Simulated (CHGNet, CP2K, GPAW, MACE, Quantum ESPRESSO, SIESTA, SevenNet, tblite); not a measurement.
# Which run comes nearest? Generalised stacking fault on (111) (shuffle set) of a GaAs-GaSb solid solution (48 atoms)

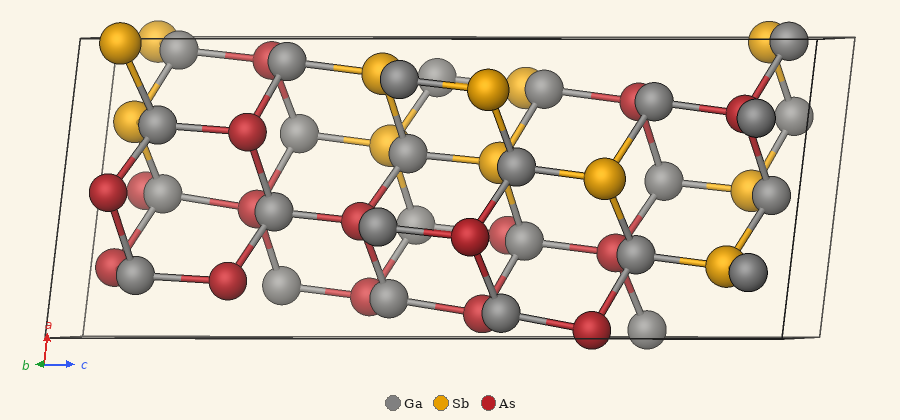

The cell (gallium grey, antimony orange, arsenic red). Some periodic images of atoms are drawn too.

The cell holds 48 atoms: 24 Ga, 10 Sb and 14 As. Its edges and angles: a = 8.267 Å, b = 7.159 Å, c = 20.392 Å, α = 90.0°, β = 83.2°, γ = 90.0°. Zinc-blende GaAs lattice (a = 5.8453 Å, the value set for the mixture), cell with z along [111], 2 x 1 x 2 periods; the third cell vector is tilted by 0.583 of 1/2[1-10] and lengthened by 0 Å, so the cell holds one fault (shuffle set); displaced by a Gaussian of 0.01 Å; 10 of 24 As sites given to Sb at random (lattice constant by Vegard's rule between GaAs and GaSb). Then every atom was moved at random, 0.05 Å r.m.s. a Cartesian component.

Geometry: as built.

The reference, a calculation:

| Property | Result |
| --- | --- |
| method | Kohn-Sham DFT, PBE, GBRV 1.5 ultrasoft pseudopotentials, plane waves (Quantum ESPRESSO 7.5); gbrv-pbe-1.5, cutoffs 40/200 Ry, Γ point |
| r.m.s. force component | 0.897 eV/Å |
| longest force | 3.717 eV/Å |
| pressure | 5.533 GPa |
| time | 2.6 min on 4 MPI ranks of Arm Neoverse V1, shared host |
| CPU time | 10 min |

Runs, in no order:
A. CP2K PBE, DZVP-MOLOPT-SR, 800/20 Ry, diagonalisation: Kohn-Sham DFT, PBE, GTH-PBE pseudopotentials, Gaussian and plane waves, DZVP-MOLOPT-SR-GTH, diagonalisation
B. MACE MP-0b2 small potential: machine-learned interatomic potential MACE MP-0b2 small, trained on PBE(+U) plane-wave data
C. tblite GFN1-xTB: GFN1-xTB tight binding, diagonalisation
D. CP2K PBE+D4, DZVP-MOLOPT-SR, 800/50 Ry, diagonalisation: Kohn-Sham DFT, PBE+D4, GTH-PBE pseudopotentials, Gaussian and plane waves, DZVP-MOLOPT-SR-GTH, diagonalisation
E. CP2K RPBE, PBE potentials, DZVP-MOLOPT-SR, 800/50 Ry, diagonalisation: Kohn-Sham DFT, RPBE, GTH-PBE pseudopotentials, Gaussian and plane waves, DZVP-MOLOPT-SR-GTH, diagonalisation

**Question.** Rank the runs by how far their forces lie from the reference's, least first.

D, E, B, C, A.

```tsv
run	Δ force, r.m.s. (meV/Å)	share of r.m.s. force (%)	CPU time
D. CP2K PBE+D4, DZVP-MOLOPT-SR, 800/50 Ry, diagonalisation	36.8	4.10	7.1 min
E. CP2K RPBE, PBE potentials, DZVP-MOLOPT-SR, 800/50 Ry, diagonalisation	56.8	6.33	7.1 min
B. MACE MP-0b2 small potential	268	29.9	6.8 s
C. tblite GFN1-xTB	422	47.1	4.6 s
A. CP2K PBE, DZVP-MOLOPT-SR, 800/20 Ry, diagonalisation	701	78.1	5.3 min
```

Periodic xTB results under one method name differ between programs and library versions. Machine-learned potentials mimic data converged in k, so the reference's own k-point error enters their differences. The electronic-structure runs sample only Γ, in a cell whose shortest periodic width is 7 Å, which is coarse for a cell with partly filled levels.

[Logs are printed without paths, hosts, clocks, repeated set-up lines and the standing remarks that a program may print on its own settings, such as how far it seeks lower states.]

[Hosts, paths, dates, database ids (printed as entryN), source tags and the programs' standing remarks are cut or masked in the printed files.]
